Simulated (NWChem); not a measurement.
# doublet [N2]+: levels of theory compared

We compute a comparison of 3 runs (UCAM-B3LYP/def2-TZVPPD, UPBE0/def2-TZVPPD, UCCSD(T)/def2-TZVPPD) of doublet [N2]+. 

The results are computed with NWChem 7.3.0.

## 1. Starting point

[N2]+: 2 atoms, total charge +1, spin state doublet. SMILES of the parent species: `N#N`. Geometry: relaxed at PBE0-D4/def2-TZVP. That shape belongs to the parent species and isn't relaxed for this state.

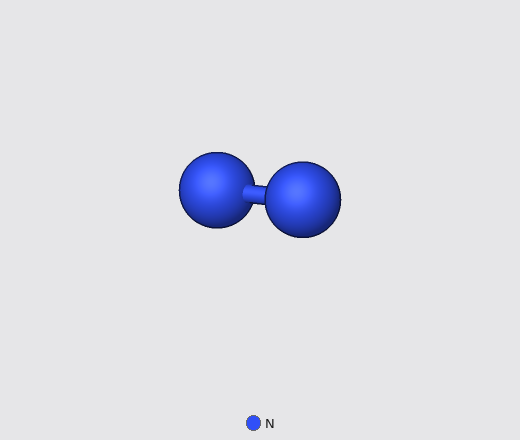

Viewed from a chosen angle; nitrogen blue.

## 2. A single-point energy at UCAM-B3LYP/def2-TZVPPD (run 1)

Contents of mol.nw:

```
start mol
memory 2200 mb
charge 1
geometry noautosym nocenter noautoz
  N     0.465500   -0.150300    0.239800
  N    -0.465500    0.150300   -0.239800
end
basis "ao basis" spherical bse
  * library def2-TZVPPD
end
dft
  xc xcamb88 1.00 lyp 0.81 vwn_5 0.19 hfexch 1.00
  cam 0.33 cam_alpha 0.19 cam_beta 0.46
  mult 2
  grid xfine
  convergence energy 1e-08
  direct
  iterations 100
  mulliken
end
task dft
```

The run is started by

```
$ nwchem mol.nw > mol.out
```

Output:

```text
[...]
          Wavefunction type:  spin polarized.
          No. of atoms     :     2
          No. of electrons :    13
[...]
          Charge           :     1
          Spin multiplicity:     2
[...]
          AO basis - number of functions:    74
[...]
              XC Information
              --------------
                     Hartree-Fock (Exact) Exchange  1.000
                   CAM-Becke88 Exchange Functional  1.000
                      VWN V Correlation Functional  0.190 local
              Lee-Yang-Parr Correlation Functional  0.810
[...]
 d= 0,ls=0.0,diis     1   -108.9249347506 -1.33D+02  4.27D-03  1.10D-01     2.0
[...]
 d= 0,ls=0.0,diis     7   -108.9411113155 -2.41D-09  1.69D-07  1.27D-10    12.6
[...]
         Total DFT energy =     -108.941111315549
      One electron energy =     -188.665652187419
           Coulomb energy =       69.172197607914
    Exchange-Corr. energy =      -13.246000229266
 Nuclear repulsion energy =       23.798343493223
[...]
      Total Density - Mulliken Population Analysis
     ---------------------------------------------
    Atom       Charge   Shell Charges
 -----------   ------   -------------------------------------------------------
    1 N    7     6.50   0.82  1.15  0.69  0.80  0.23 -0.01  1.36  1.17  0.21  0.02  0.05  0.00  0.01
    2 N    7     6.50   0.82  1.15  0.69  0.80  0.23 -0.01  1.36  1.17  0.21  0.02  0.05  0.00  0.01
[...]
      <S2> =      0.7543 (Exact =     0.7500)
[...]
```

It took 13 s on 1 thread of Intel Xeon 6975P-C (Granite Rapids), shared host; peak memory 0.11 GiB.

## 3. The energy at UPBE0/def2-TZVPPD (run 2)

Contents of n2.nw:

```
start n2
title "N2"
memory 2200 mb
charge 1

geometry units angstroms noautosym nocenter noautoz
   N      0.465500    -0.150300     0.239800
   N     -0.465500     0.150300    -0.239800
end

basis spherical bse
   N library def2-TZVPPD
end

dft
   xc pbe0
   mult 2
   grid xfine
   convergence energy 1e-08
   maxiter 100
   mulliken
end

task dft energy
```

The run is started by

```
$ nwchem n2.nw > n2.out
```

Output:

```text
[...]
          Wavefunction type:  spin polarized.
          No. of atoms     :     2
          No. of electrons :    13
[...]
          Charge           :     1
          Spin multiplicity:     2
[...]
          AO basis - number of functions:    74
[...]
              XC Information
              --------------
                         PBE0 Method XC Functional
                     Hartree-Fock (Exact) Exchange  0.250
          PerdewBurkeErnzerhof Exchange Functional  0.750
            Perdew 1991 LDA Correlation Functional  1.000 local
           PerdewBurkeErnz. Correlation Functional  1.000 non-local
[...]
 d= 0,ls=0.0,diis     1   -108.8520258533 -1.33D+02  6.29D-03  1.05D-01     0.9
[...]
 d= 0,ls=0.0,diis     7   -108.8678306036 -7.67D-12  1.75D-07  2.38D-09     6.1
[...]
         Total DFT energy =     -108.867830603563
      One electron energy =     -188.654983171239
           Coulomb energy =       69.161744095192
    Exchange-Corr. energy =      -13.172935020738
 Nuclear repulsion energy =       23.798343493223
[...]
      Total Density - Mulliken Population Analysis
     ---------------------------------------------
    Atom       Charge   Shell Charges
 -----------   ------   -------------------------------------------------------
    1 N    7     6.50   0.82  1.15  0.68  0.83  0.14 -0.00  1.34  1.22  0.24  0.02  0.05  0.01  0.01
    2 N    7     6.50   0.82  1.15  0.68  0.83  0.14 -0.00  1.34  1.22  0.24  0.02  0.05  0.01  0.01
[...]
      <S2> =      0.7545 (Exact =     0.7500)
[...]
```

Wall time 6.9 s (1 thread of Intel Xeon 6975P-C (Granite Rapids), shared host); peak memory 0.11 GiB.

## 4. A single-point energy at UCCSD(T)/def2-TZVPPD (run 3)

Contents of n2.nw:

```
start n2
title "N2"
memory total 2200 mb
charge 1
geometry units angstrom noautosym nocenter noautoz
   N     0.465500   -0.150300    0.239800
   N    -0.465500    0.150300   -0.239800
end
basis spherical bse
   * library def2-TZVPPD
end
scf
   nopen 1
   uhf
   thresh 1e-08
   maxiter 80
   noprint "final vectors analysis"
end
tce
   scf
   ccsd(t)
   freeze core 2
   maxiter 60
end
task tce energy
```

The run is started by

```
$ nwchem n2.nw > n2.out
```

Output:

```text
[...]
  functions       =    74
[...]
  wavefunction    = UHF
[...]
         Total SCF energy =   -108.413950991079
      One electron energy =   -188.317579475792
      Two electron energy =     56.105284991490
 Nuclear repulsion energy =     23.798343493223
                       Sz =      0.5000
                 Sz(Sz+1) =      0.7500
                      S^2 =      0.7668
[...]
         Wavefunction type : Unrestricted Hartree-Fock
          No. of electrons :    13
[...]
         Spin multiplicity : doublet
[...]
 CCSD total energy / hartree       =      -108.785686417481770
[...]
 CCSD[T] total energy / hartree       =      -108.810249334862746
[...]
 CCSD(T) total energy / hartree       =      -108.808363975164824
[...]
```

Wall time 26 s (1 thread of Intel Xeon 6975P-C (Granite Rapids), shared host); peak memory 0.95 GiB.

## 5. All runs side by side

```csv
run,level,integration grid,iteration cap,energy (Eh),HOMO energy (eV),LUMO energy (eV),⟨S²⟩,wall time
1,UCAM-B3LYP/def2-TZVPPD,xfine,100,-108.941111,-25.76,-18.23,0.754,13 s
2,UPBE0/def2-TZVPPD,xfine,100,-108.867831,-24.24,-19.35,0.754,6.9 s
3,UCCSD(T)/def2-TZVPPD,–,80,-108.808364,–,–,0.767,26 s
```

## 6. What came out

| quantity | value |
| --- | --- |
| run 3: total energy | -108.80836 Eh |
| run 3: correlation energy (2 core orbitals frozen) | -394.4 mEh |
| run 3: (T) correction | -22.68 mEh |
| run 3: ⟨S²⟩ of the reference determinant | 0.767 |

In words: Totals of different functionals can't be ranked against each other. All runs together took 46 s, the longest 26 s.
